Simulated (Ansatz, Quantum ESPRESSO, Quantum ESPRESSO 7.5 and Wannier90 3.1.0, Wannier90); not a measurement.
**Ballistic channels from Wannier functions: zigzag Ca chain, bond 3.90 Å, width 1.6 Å**

Aim: a Wannier model and the conductance steps that follow from it, for this wire: zigzag Ca chain, bond 3.90 Å, width 1.6 Å.

Main program and level: Quantum ESPRESSO 7.5 and Wannier90 3.1.0; plane-wave DFT, PBE, GBRV ultrasoft pseudopotentials (cross-check by Ansatz 0.2.0 with PAW datasets).

## (1) The structure

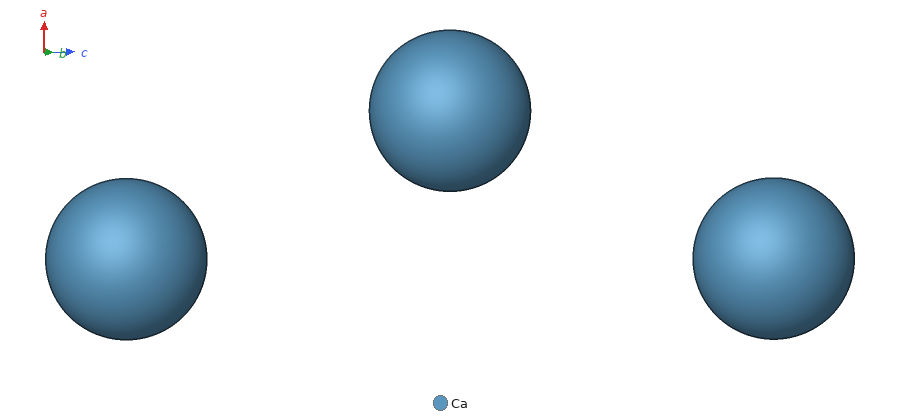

Start, viewed from the side, with the c axis across the page; calcium blue. Some periodic images of atoms are drawn too.

The cell holds 2 atoms: 2 Ca. Its edges and angles: a = 9.000 Å, b = 8.000 Å, c = 7.113 Å, α = 90.0°, β = 90.0°, γ = 90.0°. Vacuum lies along a and b. The structure's axis is c.

## (2) Ground state

Contents of scf.in:

```
&control
  prefix = 'scf'
  outdir = './out'
  pseudo_dir = './pseudo'
  calculation = 'scf'
  tprnfor = .true.
/
&system
  ibrav = 0
  nat = 2
  ntyp = 1
  ecutwfc = 34
  ecutrho = 170
  occupations = 'smearing'
  smearing = 'mv'
  degauss = 0.005
/
&electrons
  conv_thr = 1e-07
  mixing_beta = 0.4
  electron_maxstep = 120
  mixing_mode = 'local-TF'
/
ATOMIC_SPECIES
  Ca  40.0780  ca_pbe_v1.uspp.F.UPF
CELL_PARAMETERS angstrom
  9.00000000000000 0.00000000000000 0.00000000000000
  0.00000000000000 8.00000000000000 0.00000000000000
  0.00000000000000 0.00000000000000 7.11336769751150
ATOMIC_POSITIONS crystal
  Ca  -0.088888888900 0.000000000000 0.000000000000
  Ca  0.088888888900 0.000000000000 0.500000000000
K_POINTS automatic
  1 1 12 0 0 0
```

On the command line:

```console
> OMP_NUM_THREADS=1 mpirun -n 2 pw.x -nk 1 -in scf.in > scf.out
```

Output:

```text
Program PWSCF v.7.5 starts
[citation notice left out]

     Parallel version (MPI & OpenMP), running on       2 processor cores
     Number of MPI processes:                 2
     Threads/MPI process:                     1

     MPI processes distributed on     1 nodes
[...]
Current dimensions of program PWSCF are:
     Max number of different atomic species (ntypx) = 10
     Max number of k-points (npk) =  40000
     Max angular momentum in pseudopotentials (lmaxx) =  4
     Message from routine setup:
     using ibrav=0 with symmetry is DISCOURAGED, use correct ibrav instead

     R & G space division:  proc/nbgrp/npool/nimage =       2
     Subspace diagonalization in iterative solution of the eigenvalue problem:
     a serial algorithm will be used

     Parallelization info
     --------------------
     sticks:   dense  smooth     PW     G-vecs:    dense   smooth      PW
     Min        1744    1393    374                64583    46231    6496
     Max        1745    1394    375                64584    46232    6497
     Sum        3489    2787    749               129167    92463   12993

     Using Slab Decomposition

     bravais-lattice index     =            0
     lattice parameter (alat)  =      17.0075  a.u.
     unit-cell volume          =    3456.2437 (a.u.)^3
     number of atoms/cell      =            2
     number of atomic types    =            1
     number of electrons       =        20.00
     number of Kohn-Sham states=           14
     kinetic-energy cutoff     =      34.0000  Ry
     charge density cutoff     =     170.0000  Ry
     scf convergence threshold =      1.0E-07
     mixing beta               =       0.4000
     number of iterations used =            8  local-TF  mixing
     Exchange-correlation= SLA  PW   PBE  PBE
                           (   1   4   3   4   0   0   0)

     celldm(1)=  17.007535  celldm(2)=   0.000000  celldm(3)=   0.000000
     celldm(4)=   0.000000  celldm(5)=   0.000000  celldm(6)=   0.000000

     crystal axes: (cart. coord. in units of alat)
               a(1) = (   1.000000   0.000000   0.000000 )
               a(2) = (   0.000000   0.888889   0.000000 )
               a(3) = (   0.000000   0.000000   0.790374 )

     reciprocal axes: (cart. coord. in units 2 pi/alat)
               b(1) = (  1.000000  0.000000  0.000000 )
               b(2) = (  0.000000  1.125000  0.000000 )
               b(3) = (  0.000000  0.000000  1.265224 )

     PseudoPot. # 1 for Ca read from file:
     ./pseudo/ca_pbe_v1.uspp.F.UPF
     Pseudo is Ultrasoft + core correction, Zval = 10.0
     Generated by new atomic code, or converted to UPF format
     Using radial grid of  845 points,  6 beta functions with:
                l(1) =   0
                l(2) =   0
                l(3) =   1
                l(4) =   1
                l(5) =   2
                l(6) =   2
     Q(r) pseudized with  8 coefficients,  rinner =    1.500   1.500   1.500
                                                       1.500   1.500

     atomic species   valence    mass     pseudopotential
     Ca               10.00    40.07800     Ca( 1.00)

      8 Sym. Ops., with inversion, found ( 4 have fractional translation)

   Cartesian axes

     site n.     atom                  positions (alat units)
         1        Ca     tau(   1) = (  -0.0888889   0.0000000   0.0000000  )
         2        Ca     tau(   2) = (   0.0888889   0.0000000   0.3951871  )

     number of k points=     7  Marzari-Vanderbilt smearing, width (Ry)=  0.0050
                       cart. coord. in units 2pi/alat
        k(    1) = (   0.0000000   0.0000000   0.0000000), wk =   0.1666667
        k(    2) = (   0.0000000   0.0000000   0.1054353), wk =   0.3333333
        k(    3) = (   0.0000000   0.0000000   0.2108706), wk =   0.3333333
        k(    4) = (   0.0000000   0.0000000   0.3163059), wk =   0.3333333
        k(    5) = (   0.0000000   0.0000000   0.4217412), wk =   0.3333333
        k(    6) = (   0.0000000   0.0000000   0.5271765), wk =   0.3333333
        k(    7) = (   0.0000000   0.0000000  -0.6326118), wk =   0.1666667

     Dense  grid:   129167 G-vectors     FFT dimensions: (  72,  64,  60)

     Smooth grid:    92463 G-vectors     FFT dimensions: (  64,  60,  50)

     Estimated max dynamical RAM per process >     238.06 MB

     Estimated total dynamical RAM >     476.12 MB

     Initial potential from superposition of free atoms

     starting charge      19.9891, renormalised to      20.0000

     negative rho (up, down):  3.870E-05 0.000E+00
     Starting wfcs are   20 randomized atomic wfcs

     total cpu time spent up to now is        0.8 secs

     per-process dynamical memory:    47.8 Mb

     Self-consistent Calculation

     iteration #  1     ecut=    34.00 Ry     beta= 0.40
     Davidson diagonalization with overlap
     ethr =  1.00E-02,  avg # of iterations =  2.0

     Threshold (ethr) on eigenvalues was too large:
     Diagonalizing with lowered threshold

     Davidson diagonalization with overlap
     ethr =  1.45E-04,  avg # of iterations =  6.3

     total cpu time spent up to now is        3.4 secs

     total energy              =    -149.63133031 Ry
     estimated scf accuracy    <       0.07675263 Ry

     iteration #  2     ecut=    34.00 Ry     beta= 0.40
[...]
total energy              =    -149.61746016 Ry
     estimated scf accuracy    <       0.04265692 Ry

     iteration #  3     ecut=    34.00 Ry     beta= 0.40
[...]
total energy              =    -149.62693954 Ry
     estimated scf accuracy    <       0.00851924 Ry

     iteration #  4     ecut=    34.00 Ry     beta= 0.40
[...]
total energy              =    -149.62762131 Ry
     estimated scf accuracy    <       0.00042193 Ry

     iteration #  5     ecut=    34.00 Ry     beta= 0.40
[...]
total energy              =    -149.62772428 Ry
     estimated scf accuracy    <       0.00015164 Ry

     iteration #  6     ecut=    34.00 Ry     beta= 0.40
[...]
total energy              =    -149.62773438 Ry
     estimated scf accuracy    <       0.00015243 Ry

     iteration #  7     ecut=    34.00 Ry     beta= 0.40
[...]
total energy              =    -149.62774902 Ry
     estimated scf accuracy    <       0.00001628 Ry

     iteration #  8     ecut=    34.00 Ry     beta= 0.40
[...]
Minimization algorithm failed to find Fermi energy: reverting to bisection
     Possible cause: smearing is larger than the electronic band-gap.

[...]
total energy              =    -149.62774892 Ry
     estimated scf accuracy    <       0.00001131 Ry

     iteration #  9     ecut=    34.00 Ry     beta= 0.40
[...]
total energy              =    -149.62775039 Ry
     estimated scf accuracy    <       0.00000051 Ry

     iteration # 10     ecut=    34.00 Ry     beta= 0.40
[...]
total energy              =    -149.62775055 Ry
     estimated scf accuracy    <       0.00000023 Ry

     iteration # 11     ecut=    34.00 Ry     beta= 0.40
[...]
End of self-consistent calculation

          k = 0.0000 0.0000 0.0000 ( 11599 PWs)   bands (ev):

   -44.9752 -44.9710 -25.9696 -25.9634 -25.9333 -25.9274 -25.8596 -25.8054
    -3.2579  -0.9179  -0.7494  -0.5896  -0.5248  -0.5095

          k = 0.0000 0.0000 0.1054 ( 11575 PWs)   bands (ev):

   -44.9752 -44.9711 -25.9695 -25.9635 -25.9333 -25.9277 -25.8585 -25.8063
    -3.2351  -1.0703  -0.6705  -0.5726  -0.5237  -0.5125

          k = 0.0000 0.0000 0.2109 ( 11539 PWs)   bands (ev):

   -44.9750 -44.9713 -25.9692 -25.9638 -25.9333 -25.9284 -25.8553 -25.8087
    -3.1669  -1.3287  -0.6580  -0.5271  -0.5191  -0.4744

          k = 0.0000 0.0000 0.3163 ( 11543 PWs)   bands (ev):

   -44.9746 -44.9717 -25.9687 -25.9643 -25.9332 -25.9294 -25.8505 -25.8126
    -3.0544  -1.6205  -0.6737  -0.5472  -0.5241  -0.3642

          k = 0.0000 0.0000 0.4217 ( 11551 PWs)   bands (ev):

   -44.9742 -44.9721 -25.9680 -25.9650 -25.9330 -25.9305 -25.8445 -25.8178
    -2.8989  -1.9192  -0.6817  -0.5828  -0.5230  -0.4268

          k = 0.0000 0.0000 0.5272 ( 11539 PWs)   bands (ev):

   -44.9737 -44.9726 -25.9673 -25.9657 -25.9327 -25.9314 -25.8377 -25.8240
    -2.7031  -2.2066  -0.6755  -0.6218  -0.5128  -0.4638

[...]
the Fermi energy is    -0.8560 ev

!    total energy              =    -149.62775056 Ry
     estimated scf accuracy    <       0.00000002 Ry
     smearing contrib. (-TS)   =       0.00006431 Ry
     internal energy E=F+TS    =    -149.62781487 Ry

     The total energy is F=E-TS. E is the sum of the following terms:
     one-electron contribution =    -168.67498251 Ry
     hartree contribution      =      79.22843826 Ry
     xc contribution           =     -23.17354445 Ry
     ewald contribution        =     -37.00772617 Ry

     convergence has been achieved in  11 iterations

     Forces acting on atoms (cartesian axes, Ry/au):

     atom    1 type  1   force =    -0.00123403    0.00000000    0.00000000
     atom    2 type  1   force =     0.00123403    0.00000000    0.00000000

     Total force =     0.001745     Total SCF correction =     0.000164

[...]
=------------------------------------------------------------------------------=
   JOB DONE.
=------------------------------------------------------------------------------=
```

It took 18 s on 2 MPI ranks of Arm Neoverse V1, shared host; peak memory 0.55 GiB; 35 s of CPU time.

Numbers from this step:

```
free energy  : -2035.7893 eV
Fermi energy : -0.856 eV
```

The program's own clock; routines nest. Time by routine:

```csv
routine,wall time (s),calls
PWSCF,17.05,1
electrons,15.8,1
c_bands,7.3,12
cegterg,6.91,84
h_psi,5.76,425
fftw,5.54,7348
vloc_psi,5.1,425
sum_band,4.09,12
newd,2.7,12
mix_rho,1.4,12
ffts,0.8,680
init_run,0.78,1
v_of_rho,0.55,12
calbec,0.47,537
```

The run needed 11 iterations to bring the estimated error under 1e-07 Ry; the largest force on any atom, held or free, is 0.03 eV/Å.

## (3) Full uniform mesh without symmetry

Wannier90 needs the states on a whole uniform mesh, listed point by point, without symmetry.

nscf.in, as its differences from the input of step 2:

```diff
@@ -1,7 +1,6 @@
 &control
-  prefix = 'scf'
+  prefix = 'nscf'
   outdir = './out'
   pseudo_dir = './pseudo'
-  calculation = 'scf'
-  tprnfor = .true.
+  calculation = 'nscf'
 /
@@ -16,5 +15,8 @@
   degauss = 0.005
+  nosym = .true.
+  noinv = .true.
+  nbnd = 34
 /
 &electrons
-  conv_thr = 1e-07
+  conv_thr = 1e-09
   mixing_beta = 0.4
@@ -22,2 +24,3 @@
   mixing_mode = 'local-TF'
+  diago_full_acc = .true.
 /
@@ -32,3 +35,9 @@
   Ca  0.088888888900 0.000000000000 0.500000000000
-K_POINTS automatic
-  1 1 12 0 0 0
+K_POINTS crystal
+6
+  0.0000000000 0.0000000000 0.0000000000 0.1666666667
+  0.0000000000 0.0000000000 0.1666666667 0.1666666667
+  0.0000000000 0.0000000000 0.3333333333 0.1666666667
+  0.0000000000 0.0000000000 0.5000000000 0.1666666667
+  0.0000000000 0.0000000000 0.6666666667 0.1666666667
+  0.0000000000 0.0000000000 0.8333333333 0.1666666667
```

On the command line:

```console
> cp -r out/scf.save out/nscf.save
> cp out/scf.xml out/nscf.xml
> OMP_NUM_THREADS=1 mpirun -n 2 pw.x -nk 1 -in nscf.in > nscf.out
```

Output:

```text
[banner, memory and clock lines left out]
Program PWSCF v.7.5 starts
[citation notice left out]

[...]
bravais-lattice index     =            0
     lattice parameter (alat)  =      17.0075  a.u.
     unit-cell volume          =    3456.2437 (a.u.)^3
     number of atoms/cell      =            2
     number of atomic types    =            1
     number of electrons       =        20.00
     number of Kohn-Sham states=           34
     kinetic-energy cutoff     =      34.0000  Ry
     charge density cutoff     =     170.0000  Ry
     Exchange-correlation= SLA  PW   PBE  PBE
                           (   1   4   3   4   0   0   0)

[...]
PseudoPot. # 1 for Ca read from file:
     ./pseudo/ca_pbe_v1.uspp.F.UPF
     Pseudo is Ultrasoft + core correction, Zval = 10.0
     Generated by new atomic code, or converted to UPF format
     Using radial grid of  845 points,  6 beta functions with:
                l(1) =   0
                l(2) =   0
                l(3) =   1
                l(4) =   1
                l(5) =   2
                l(6) =   2
     Q(r) pseudized with  8 coefficients,  rinner =    1.500   1.500   1.500
                                                       1.500   1.500

     atomic species   valence    mass     pseudopotential
     Ca               10.00    40.07800     Ca( 1.00)

     No symmetry found

[...]
number of k points=     6  Marzari-Vanderbilt smearing, width (Ry)=  0.0050
[...]
Dense  grid:   129167 G-vectors     FFT dimensions: (  72,  64,  60)

     Smooth grid:    92463 G-vectors     FFT dimensions: (  64,  60,  50)

     The potential is recalculated from file :
     ./out/nscf.save/charge-density

     Starting wfcs are   20 randomized atomic wfcs +   14 random wfcs

     Band Structure Calculation
     Davidson diagonalization with overlap

     ethr =  5.00E-12,  avg # of iterations = 56.8

     End of band structure calculation

          k = 0.0000 0.0000 0.0000 ( 11599 PWs)   bands (ev):

   -44.9755 -44.9713 -25.9698 -25.9637 -25.9336 -25.9276 -25.8598 -25.8056
    -3.2581  -0.9179  -0.7498  -0.5899  -0.5250  -0.5098  -0.3103  -0.2669
    -0.1606  -0.1099   0.1445   0.1885   0.4689   0.5884   1.1240   1.7872
     2.1433   2.1784   2.8786   3.1890   3.4167   3.7103   3.7172   3.7995
     3.8249   3.9136

          k = 0.0000 0.0000 0.2109 ( 11539 PWs)   bands (ev):

   -44.9752 -44.9716 -25.9694 -25.9641 -25.9335 -25.9286 -25.8555 -25.8089
    -3.1672  -1.3289  -0.6582  -0.5275  -0.5193  -0.4747  -0.3489  -0.3162
    -0.0796  -0.0692   0.1453   0.1572   0.5247   0.6776   1.1255   1.7793
     2.0213   2.5283   2.5627   2.9654   3.2237   3.4805   3.6558   3.7216
     3.7697   4.3069

[...]
the Fermi energy is    -0.8558 ev
     (compare with:    -0.8560 eV, computed in scf)

[...]
```

Elapsed: 19 s, on 2 MPI ranks; peak memory 0.23 GiB; 39 s of CPU time.

Numbers from this step:

| Item | Value |
| --- | --- |
| Fermi energy | -0.8558 eV |

The program's own clock; routines nest. Time by routine:

```csv
routine,wall time (s),calls
PWSCF,18.85,1
electrons,18.33,1
c_bands,18.33,1
cegterg,17.82,20
h_psi,11.52,367
vloc_psi,10.36,367
fftw,9.52,12446
h_psi:calbec,0.57,367
calbec,0.57,367
add_vuspsi,0.55,367
s_psi,0.54,367
cdiaghg,0.43,347
init_run,0.42,1
newd,0.23,1
```

(Continued in part 2 of 5.)

[Logs are printed without paths, hosts, clocks, repeated set-up lines and the standing remarks that a program may print on its own settings, such as how far it seeks lower states.]

[Hosts, paths, dates, database ids (printed as entryN), source tags and the programs' standing remarks are cut or masked in the printed files.]

[Maps of the electrostatic potential energy from Ansatz leave out the sawtooth potential of an applied field or a dipole correction, so their vacuum need not be flat; planar profiles and work functions include it.]
